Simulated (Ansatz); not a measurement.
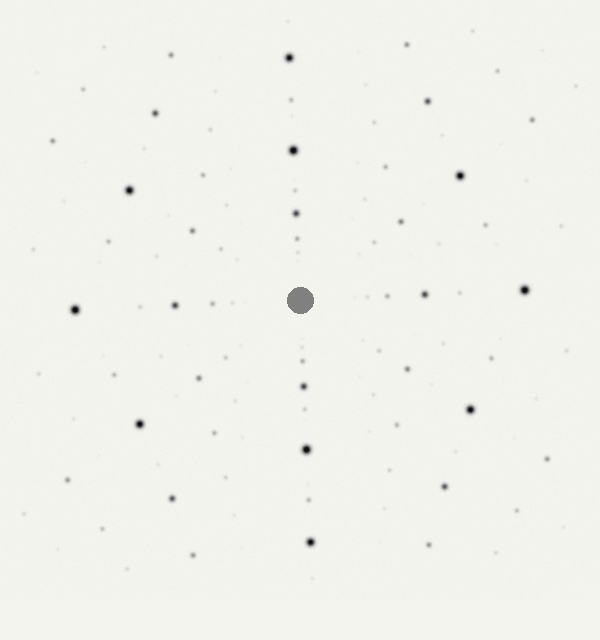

Simulated back-reflection Laue pattern (white X-rays, 0.45 to 2.2 Å, flat plate covering ±45° about the beam, kinematic intensities, seen from the source).

Which symmetry elements lie along the beam?

2mm: a twofold axis with two mirror lines.

The crystal is Rh, space group Fm-3m (No. 225), a = 3.78 Å. Structure: the input geometry of an electronic-structure calculation (not necessarily at equilibrium).

Which direction points towards the source?

[110] or one equivalent to it by a rotation of the Laue group. In Laue class m-3m no other family of directions with a member of indices 0 and ±1 has this symmetry.
